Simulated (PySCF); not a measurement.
C$_{3}$H$_{5}$F$_{3}$SSi (SMILES C=CS[SiH2]C(F)(F)F)

```xyz
13

C    -3.0898    0.6874   -0.5220
C    -1.9437    0.4023    0.0663
S    -0.4418    0.1727   -0.8495
Si    0.8976   -0.2405    0.7464
C     2.6242   -0.5245   -0.0771
F     3.5494   -0.7992    0.8662
F     2.6501   -1.5587   -0.9351
F     3.0846    0.5450   -0.7485
H    -3.1621    0.7931   -1.5900
H    -3.9904    0.8227    0.0513
H    -1.8431    0.2905    1.1330
H     0.5855   -1.4849    1.4396
H     1.0752    0.8945    1.6444
```

Geometry: GFN2-xTB.

Method: PySCF 2.14.0, CAM-B3LYP/def2-SVPD, SCF density, gas phase.

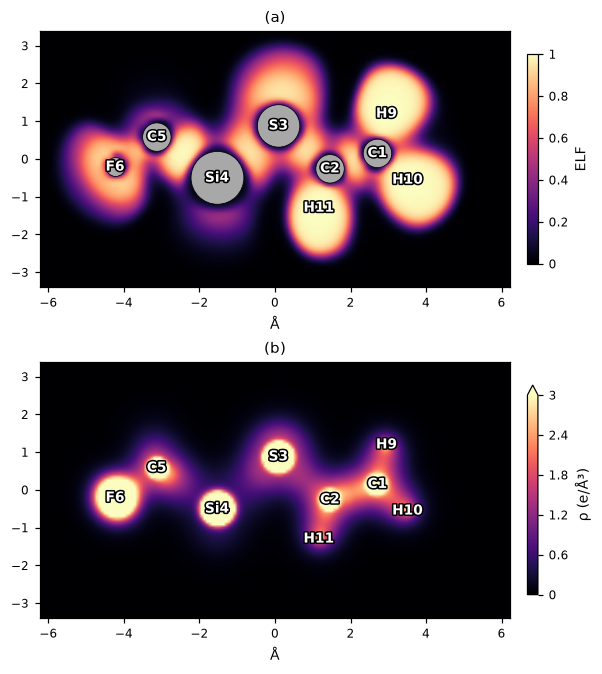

Figure 1. (a) ELF; (b) electron density on the plane of atoms C1, C2 and S3. Grey discs cover the atomic cores in the ELF map.

### Read the bonding off the picture.

- The section cuts through C, S, Si, F and H sites.
- C–C (1.32 Å): the density is about 2.4 e/Å³ at the midpoint; the ELF peaks at about 0.95 between the atoms (a short, multiple covalent bond).
- C–F (1.35 Å): ρ is about 2.3 e/Å³ halfway, with its minimum of 1.8 e/Å³ about 0.5 Å from C; the ELF peaks at about 0.85 between the atoms, as expected for a polar covalent bond.
- C–S (1.77 Å): the density is about 1.3 e/Å³ at the midpoint; the ELF peaks at about 0.95 between the atoms; a shared electron pair.
- C–Si (1.93 Å): ρ is about 0.96 e/Å³ halfway; the ELF peaks at about 1 between the atoms, as expected for a covalent bond.
- Si–S (2.12 Å): the density is about 0.86 e/Å³ at the midpoint; the ELF peaks at about 0.95 between the atoms (a shared electron pair).
- The ELF also peaks beside F6 and S3, away from the bonds: lone-pair regions.

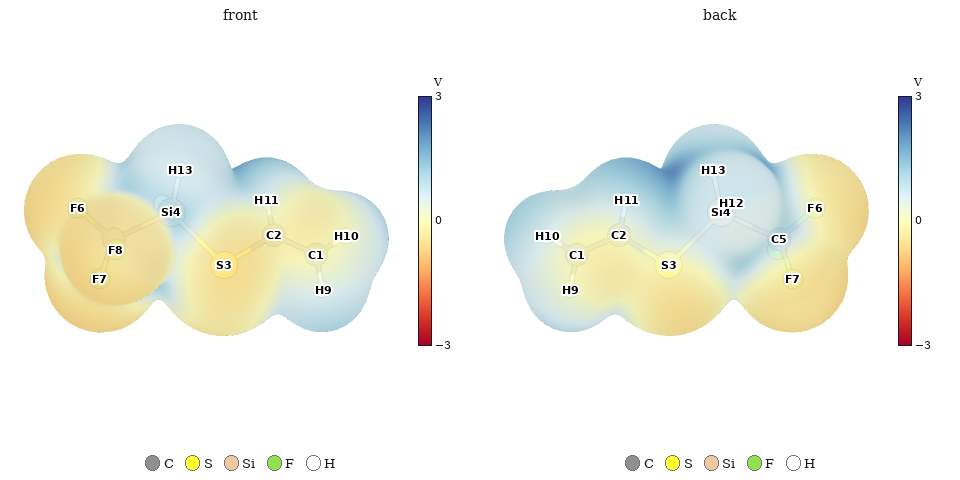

Figure 2. The electrostatic potential painted on the density surface at 0.002 e/bohr³, seen from the front and from behind; red is negative and blue positive.

### Which sites attract a positive test charge, and which a negative one?

A positive charge is drawn to the negative regions and a negative charge to the positive ones. The most negative region (about −0.6 V) lies over F6, F7 and F8, the most positive (about +2.0 V) over Si4.

### What dipole moment does the calculation give?

Its dipole moment is 3.46 D.
